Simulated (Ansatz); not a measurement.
**C5H5F3: geometry and vibrations**

Aim: relax C5H5F3 from a cheap starting geometry, then compute its harmonic vibrations to see whether it is a minimum and to get the zero-point energy and entropy.

Computed with Ansatz 0.2.0, Gaussian basis. Level: RKS PBE0-D4/def2-TZVP.

Levels to be run: relaxation at PBE-D4/def2-SVP; relaxation at PBE0-D4/def2-TZVP; harmonic vibrations at the same level.

1 further run of the same task is left out (set aside as unsound or not needed).

### Step 1. Where the work starts

SMILES `FC1=CC(F)C(F)C1`, 13 atoms, charge 0, spin multiplicity 1.

Atoms are counted from 1 here; the program's logs count them from 0.

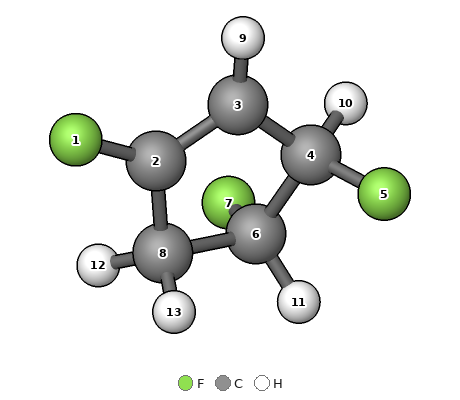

The starting geometry (fluorine green, carbon grey, hydrogen white); atoms are numbered from 1 in the order of the file.

Coordinates:

```xyz
13

F     1.7604    1.8798    0.6287
C     0.8552    0.9527    0.2481
C     0.1913    0.9576   -0.9367
C    -0.5631   -0.2424   -1.0550
F    -0.0536   -1.1581   -1.9065
C    -0.6688   -0.8014    0.3707
F    -1.7711   -0.3743    1.0056
C     0.5854   -0.2157    1.0831
H     0.3341    1.7286   -1.6430
H    -1.6358   -0.0119   -1.3968
H    -0.6893   -1.9102    0.4186
H     0.3305    0.0593    2.1356
H     1.3451   -0.8989    1.0624
```

The start is a force-field geometry with small random shifts, so a cheaper pass at PBE-D4/def2-SVP comes first.

### Step 2. Geometry optimisation, PBE-D4/def2-SVP (cheap first pass)

File in.yaml:

```yaml
crystal:
  periodic: [false, false, false]
  atoms:
    - {symbol: F, position_ang: [1.760400, 1.879800, 0.628700]}
    - {symbol: C, position_ang: [0.855200, 0.952700, 0.248100]}
    - {symbol: C, position_ang: [0.191300, 0.957600, -0.936700]}
    - {symbol: C, position_ang: [-0.563100, -0.242400, -1.055000]}
    - {symbol: F, position_ang: [-0.053600, -1.158100, -1.906500]}
    - {symbol: C, position_ang: [-0.668800, -0.801400, 0.370700]}
    - {symbol: F, position_ang: [-1.771100, -0.374300, 1.005600]}
    - {symbol: C, position_ang: [0.585400, -0.215700, 1.083100]}
    - {symbol: H, position_ang: [0.334100, 1.728600, -1.643000]}
    - {symbol: H, position_ang: [-1.635800, -0.011900, -1.396800]}
    - {symbol: H, position_ang: [-0.689300, -1.910200, 0.418600]}
    - {symbol: H, position_ang: [0.330500, 0.059300, 2.135600]}
    - {symbol: H, position_ang: [1.345100, -0.898900, 1.062400]}
basis:
  gaussian: {orbitals: def2-SVP}
hamiltonian: {xc: pbe, dispersion: d4}
relax: {f_tol: 0.03, max_steps: 200}
```

Started as:

```console
ansatz run in.yaml --threads 4 --pin off --events-out ev --progress --plain --max-ram 11315MiB
```

Output, cut to the lines that bear on the results:

```text
Functional definition: PBE
  name "PBE"
  cite "Perdew, Burke & Ernzerhof, Phys. Rev. Lett. 77, 3865 (1996) doi:10.1103/PhysRevLett.77.3865"
  parent pbe
[...]
1524 factors; their error is unknown
[...]
mean field -13391.18458471 eV, -492.1169566170 hartree, gradient 2.5e-5 eV, S^2 0.000000; 0 other end points of the search recorded, 0 dependent functions left out
[...]
reference -13391.18461203 eV, -492.1169576213 hartree; 31, 31 occupied and 106, 106 virtual orbitals, 1524 factors
relax step   1: F+E_penalty+E_count = -13391.48048780 eV  Δ(F+E_penalty+E_count) = +0.000e0 eV  max|allowed force component| = 3.963e0 eV/Å  Δτ_max = 0.0000 Å  (30 SCF iters, accepted)
[...]
relax step   5: F+E_penalty+E_count = -13391.98985572 eV  Δ(F+E_penalty+E_count) = -1.227e-3 eV  max|allowed force component| = 3.885e-2 eV/Å  Δτ_max = 0.0096 Å  (33 SCF iters, accepted)
[...]
relax step   6: F+E_penalty+E_count = -13391.99004349 eV  Δ(F+E_penalty+E_count) = -1.878e-4 eV  max|allowed force component| = 1.775e-2 eV/Å  Δτ_max = 0.0057 Å  (33 SCF iters, accepted)
1524 factors; their error is unknown
[...]
mean field -13391.69749849 eV, -492.1358058509 hartree, gradient 1.8e-5 eV, S^2 0.000000; 1 other end points of the search recorded, 0 dependent functions left out
[...]
reference -13391.69752646 eV, -492.1358068787 hartree; 31, 31 occupied and 106, 106 virtual orbitals, 1524 factors
Total energy: -13391.99007147 eV, -492.1465577094 hartree
Atom 0 at     1.779117     1.861124     0.650445 Å, force     0.002475     0.000476     0.001525 eV/Å
Atom 1 at     0.885576     0.963695     0.232174 Å, force    -0.006766    -0.006139     0.000306 eV/Å
Atom 2 at     0.225978     0.994021    -0.942804 Å, force     0.005014     0.003420     0.002481 eV/Å
Atom 3 at    -0.632839    -0.228361    -1.049084 Å, force    -0.008000    -0.001475    -0.011908 eV/Å
Atom 4 at    -0.068204    -1.164583    -1.927761 Å, force    -0.000416     0.002626     0.004706 eV/Å
Atom 5 at    -0.655164    -0.811320     0.387811 Å, force    -0.016090     0.005768     0.007661 eV/Å
Atom 6 at    -1.814642    -0.379856     1.023556 Å, force     0.006475    -0.002338    -0.005962 eV/Å
Atom 7 at     0.566644    -0.217234     1.104423 Å, force     0.017752    -0.003502     0.004273 eV/Å
Atom 8 at     0.338914     1.755845    -1.724067 Å, force    -0.003591    -0.001699    -0.002511 eV/Å
Atom 9 at    -1.674527    -0.035741    -1.388156 Å, force     0.003312     0.000773     0.001137 eV/Å
Atom 10 at    -0.662585    -1.921212     0.350381 Å, force     0.004171    -0.002310    -0.002329 eV/Å
Atom 11 at     0.306280     0.069366     2.143621 Å, force    -0.001432     0.000979    -0.002216 eV/Å
Atom 12 at     1.425750    -0.920643     1.154261 Å, force    -0.002903     0.003421     0.002838 eV/Å
Dipole moment:     0.081764    -0.022878     0.121192 e Å
```

Wall time 6.5 s (4 threads of Intel Xeon 6975P-C, shared host).

Step by step:

```tsv
step	energy from step 1 (eV)	largest force component (eV/Å)
1	0.0000	3.9634
2	-0.4309	1.4375
3	-0.5038	0.2625
4	-0.5081	0.0784
5	-0.5094	0.0388
6	-0.5096	0.0178
```

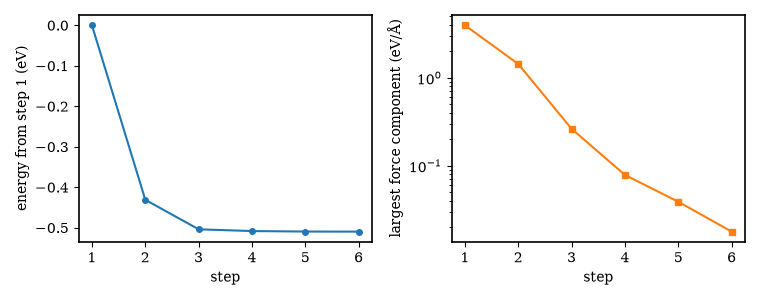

Energy and force, step by step.

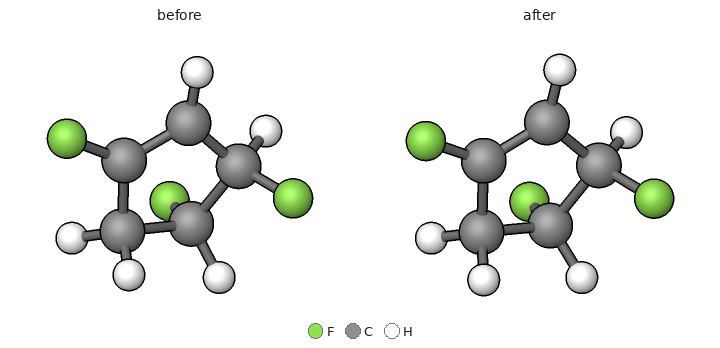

The geometry before (left) and after (right).

Close pairs (by a distance rule), those that changed most:

```tsv
bond	before (Å)	after (Å)	change (Å)
C8–H13	1.022	1.111	+0.090
C3–C4	1.422	1.498	+0.075
C4–F5	1.350	1.403	+0.052
C6–F7	1.342	1.391	+0.049
C3–H9	1.055	1.097	+0.042
C2–C8	1.461	1.502	+0.041
C4–H10	1.149	1.112	-0.037
C6–C8	1.557	1.536	-0.021
```

### Step 3. Optimising with PBE0-D4/def2-TZVP

File in.yaml:

```yaml
crystal:
  periodic: [false, false, false]
  atoms:
    - {symbol: F, position_ang: [1.779117, 1.861124, 0.650445]}
    - {symbol: C, position_ang: [0.885576, 0.963695, 0.232174]}
    - {symbol: C, position_ang: [0.225978, 0.994021, -0.942804]}
    - {symbol: C, position_ang: [-0.632839, -0.228361, -1.049084]}
    - {symbol: F, position_ang: [-0.068204, -1.164583, -1.927761]}
    - {symbol: C, position_ang: [-0.655164, -0.811320, 0.387811]}
    - {symbol: F, position_ang: [-1.814642, -0.379856, 1.023556]}
    - {symbol: C, position_ang: [0.566644, -0.217234, 1.104423]}
    - {symbol: H, position_ang: [0.338914, 1.755845, -1.724067]}
    - {symbol: H, position_ang: [-1.674527, -0.035741, -1.388156]}
    - {symbol: H, position_ang: [-0.662585, -1.921212, 0.350381]}
    - {symbol: H, position_ang: [0.306280, 0.069366, 2.143621]}
    - {symbol: H, position_ang: [1.425750, -0.920643, 1.154261]}
basis:
  gaussian: {orbitals: def2-TZVP}
hamiltonian: {xc: pbe0, dispersion: d4}
relax: {f_tol: 0.005, max_steps: 150}
```

The command is unchanged.

Output, cut to the lines that bear on the results:

```text
Functional definition: PBE0
  name "PBE0"
  cite "Adamo & Barone, J. Chem. Phys. 110, 6158 (1999) doi:10.1063/1.478522"
  cite "Perdew, Burke & Ernzerhof, Phys. Rev. Lett. 77, 3865 (1996) doi:10.1103/PhysRevLett.77.3865"
  parent pbe
[...]
1588 factors; their error is unknown
[...]
mean field -13407.87781453 eV, -492.7304214981 hartree, gradient 2.8e-5 eV, S^2 0.000000; 0 other end points of the search recorded, 0 dependent functions left out
[...]
reference -13407.87784087 eV, -492.7304224661 hartree; 31, 31 occupied and 247, 247 virtual orbitals, 1588 factors
relax step   1: F+E_penalty+E_count = -13408.12273284 eV  Δ(F+E_penalty+E_count) = +0.000e0 eV  max|allowed force component| = 6.974e-1 eV/Å  Δτ_max = 0.0000 Å  (30 SCF iters, accepted)
[...]
Atom 3 at    -0.652518    -0.198908    -1.030178 Å, force    -0.001157     0.000056     0.003507 eV/Å
Atom 4 at    -0.196127    -1.121169    -1.969870 Å, force    -0.000215     0.000609    -0.000061 eV/Å
Atom 5 at    -0.620573    -0.832684     0.371083 Å, force     0.000417     0.001350    -0.003549 eV/Å
Atom 6 at    -1.805599    -0.539661     1.021534 Å, force    -0.001456    -0.001318     0.000842 eV/Å
Atom 7 at     0.542931    -0.186608     1.117909 Å, force     0.001214    -0.000100     0.001168 eV/Å
Atom 8 at     0.394479     1.700160    -1.730384 Å, force     0.001754     0.000516     0.001661 eV/Å
Atom 9 at    -1.681060     0.048388    -1.306702 Å, force     0.002178    -0.000952     0.000303 eV/Å
Atom 10 at    -0.543891    -1.918673     0.291904 Å, force    -0.000091     0.003380     0.000879 eV/Å
Atom 11 at     0.216481     0.155175     2.102987 Å, force     0.000494    -0.001457    -0.002363 eV/Å
Atom 12 at     1.389793    -0.863507     1.264139 Å, force    -0.001053     0.001155     0.000002 eV/Å
Dipole moment:     0.083344    -0.001853     0.132238 e Å
```

Wall time 32 s (4 threads of Intel Xeon 6975P-C, shared host); peak memory 0.95 GiB.

The steps of the relaxation:

```tsv
step	energy from step 1 (eV)	largest force component (eV/Å)
1	0.0000	0.6974
2	-0.0580	0.1915
3	-0.0639	0.0391
4	-0.0646	0.0207
5	-0.0663	0.0493
6	-0.0670	0.0629
7	-0.0673	0.0320
8	-0.0673	0.0500
9	-0.0675	0.0035
```

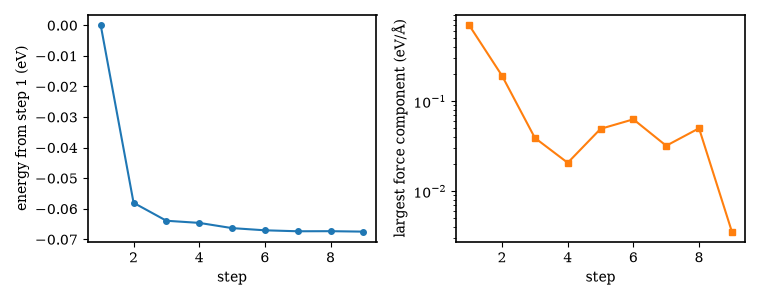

Energy and largest force along the relaxation.

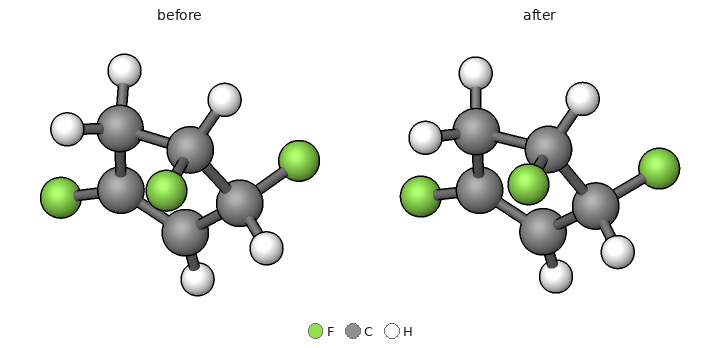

Before and after, at one scale.

Distances of close pairs at the start and the end, largest changes first:

```tsv
bond	before (Å)	after (Å)	change (Å)
C2–C3	1.348	1.326	-0.022
C6–H11	1.111	1.092	-0.019
C4–H10	1.112	1.093	-0.019
C8–H13	1.111	1.094	-0.017
C3–H9	1.097	1.080	-0.017
C8–H12	1.109	1.093	-0.016
C2–C8	1.502	1.488	-0.015
C4–C6	1.551	1.538	-0.013
```

Mulliken charges of the relaxed molecule (report file):

F1 -0.17; C2 0.19; C3 -0.25; C4 0.17; F5 -0.23; C6 0.10; F7 -0.22; C8 -0.17; H9 0.14; H10 0.09; H11 0.09; H12 0.14; H13 0.13

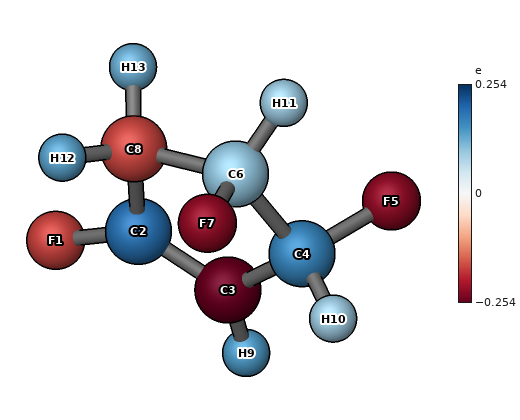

Mulliken charges of the relaxed molecule (report file), as colours on the atoms.

### Step 4. Harmonic vibrations

File in.yaml:

```yaml
crystal:
  periodic: [false, false, false]
  atoms:
    - {symbol: F, position_ang: [1.812745, 1.814141, 0.614403]}
    - {symbol: C, position_ang: [0.900839, 0.940415, 0.214984]}
    - {symbol: C, position_ang: [0.262799, 0.968034, -0.947009]}
    - {symbol: C, position_ang: [-0.652518, -0.198908, -1.030178]}
    - {symbol: F, position_ang: [-0.196127, -1.121169, -1.969870]}
    - {symbol: C, position_ang: [-0.620573, -0.832684, 0.371083]}
    - {symbol: F, position_ang: [-1.805599, -0.539661, 1.021534]}
    - {symbol: C, position_ang: [0.542931, -0.186608, 1.117909]}
    - {symbol: H, position_ang: [0.394479, 1.700160, -1.730384]}
    - {symbol: H, position_ang: [-1.681060, 0.048388, -1.306702]}
    - {symbol: H, position_ang: [-0.543891, -1.918673, 0.291904]}
    - {symbol: H, position_ang: [0.216481, 0.155175, 2.102987]}
    - {symbol: H, position_ang: [1.389793, -0.863507, 1.264139]}
basis:
  gaussian: {orbitals: def2-TZVP}
hamiltonian: {xc: pbe0, dispersion: d4}
phonons: {temperatures: {t_min: 298.15, t_max: 900, t_step: 200}}
```

Same command.

Output, cut to the lines that bear on the results:

```text
Functional definition: PBE0
  name "PBE0"
  cite "Adamo & Barone, J. Chem. Phys. 110, 6158 (1999) doi:10.1063/1.478522"
  cite "Perdew, Burke & Ernzerhof, Phys. Rev. Lett. 77, 3865 (1996) doi:10.1103/PhysRevLett.77.3865"
  parent pbe
[...]
1588 factors; their error is unknown
[...]
mean field -13407.94506564 eV, -492.7328929308 hartree, gradient 3.3e-5 eV, S^2 0.000000; 0 other end points of the search recorded, 0 dependent functions left out
[...]
reference -13407.94509181 eV, -492.7328938924 hartree; 31, 31 occupied and 247, 247 virtual orbitals, 1588 factors
[...]
1588 factors; their error is unknown
mean field -13407.94501069 eV, -492.7328909112 hartree, gradient 2.2e-6 eV, S^2 0.000000; 0 other end points of the search recorded, 0 dependent functions left out
[...]
reference -13407.94503685 eV, -492.7328918727 hartree; 31, 31 occupied and 247, 247 virtual orbitals, 1588 factors
[...]
Atom 6 at    -1.805599    -0.539661     1.021534 Å, force    -0.001495    -0.001375     0.000886 eV/Å
Atom 7 at     0.542931    -0.186608     1.117909 Å, force     0.001375    -0.000130     0.001152 eV/Å
Atom 8 at     0.394479     1.700160    -1.730384 Å, force     0.001763     0.000516     0.001654 eV/Å
Atom 9 at    -1.681060     0.048388    -1.306702 Å, force     0.002165    -0.000911     0.000234 eV/Å
Atom 10 at    -0.543891    -1.918673     0.291904 Å, force    -0.000092     0.003379     0.000909 eV/Å
Atom 11 at     0.216481     0.155175     2.102987 Å, force     0.000394    -0.001481    -0.002456 eV/Å
Atom 12 at     1.389793    -0.863507     1.264139 Å, force    -0.001084     0.001124     0.000012 eV/Å
Dipole moment:     0.083346    -0.001852     0.132235 e Å
Vibrations: 54.85 145.71 300.69 352.24 380.57 476.94 493.27 528.01 644.25 749.08 865.99 883.47 930.49 964.28 1018.77 1049.39 1079.63 1108.97 1198.71 1231.43 1276.45 1303.21 1316.11 1363.39 1389.20 1400.29 1460.35 1751.08 3069.56 3089.67 3110.62 3118.46 3253.16 cm⁻¹, zero-point energy 2.563885 eV
```

It took 3.4 min on 4 threads of Intel Xeon 6975P-C, shared host; peak memory 1 GiB.

Motions are named by where the mode's potential energy lies. The modes, unscaled (a negative number is an imaginary wavenumber):

```tsv
mode	cm⁻¹	motion
1	55	torsion
2	146	torsion
3	301	torsion with bend
4	352	torsion with bend
5	381	bend with torsion
6	477	torsion
7	493	bend with torsion
8	528	torsion with bend
9	644	bend with torsion
10	749	bend with torsion
11	866	torsion
12	883	torsion with C–C stretch
13	930	C–C stretch with bend
14	964	bend with torsion
15	1019	bend with torsion
16	1049	C–F stretch
17	1080	C–F stretch with torsion
18	1109	bend with C–C stretch
19	1199	bend
20	1231	bend with C–F stretch
21	1276	bend
22	1303	bend
23	1316	bend
24	1363	bend
25	1389	bend
26	1400	bend
27	1460	bend
28	1751	C–C stretch with bend
29	3070	C–H stretch
30	3090	C–H stretch
31	3111	C–H stretch
32	3118	C–H stretch
33	3253	C–H stretch
```

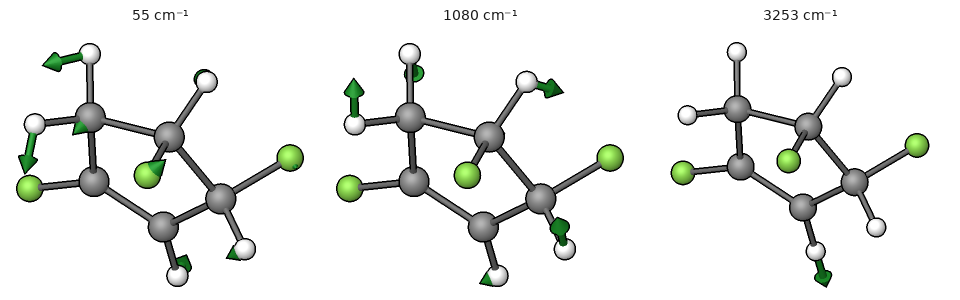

Displacements of 3 modes, as arrows.

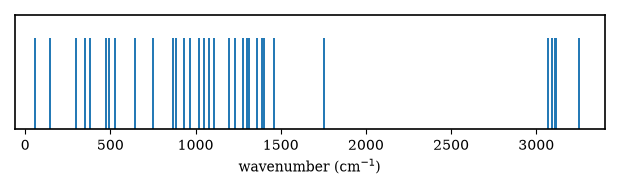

The harmonic wavenumbers as sticks (no intensities were computed).

From these modes and the moments of inertia (298.15 K, 1 bar, symmetry number 1):

```tsv
term	value
zero-point energy	247.4 kJ/mol
H(298) − E	267.6 kJ/mol
entropy, translation	168.8 J/(mol K)
entropy, rotation	118.6 J/(mol K)
entropy, vibration	61.3 J/(mol K)
entropy, total	348.7 J/(mol K)
```

### Step 5. Summary of results

```
                  quantity            value
               point group               C1
                     steps            6 + 9
shift from the start (rms)          0.130 Å
              total energy   -13408.1902 eV
           dispersion term         -245 meV
             dipole moment           0.75 D
lowest, highest wavenumber    55, 3253 cm⁻¹
         zero-point energy     247.4 kJ/mol
       entropy at 298.15 K  348.7 J/(mol K)
```

What this shows: The atoms moved 0.13 Å (rms) from the start; the bond that changed most is C8–H13, from 1.022 to 1.094 Å. All wavenumbers are real, so the end point is a minimum. The stiffest mode, 3253 cm⁻¹, is a C–H stretch, and 2 modes under 200 cm⁻¹ make the vibrational entropy uncertain. Harmonic hybrid wavenumbers usually lie a few per cent above measured fundamentals. The largest Mulliken charge, -0.25 e, sits on C3.
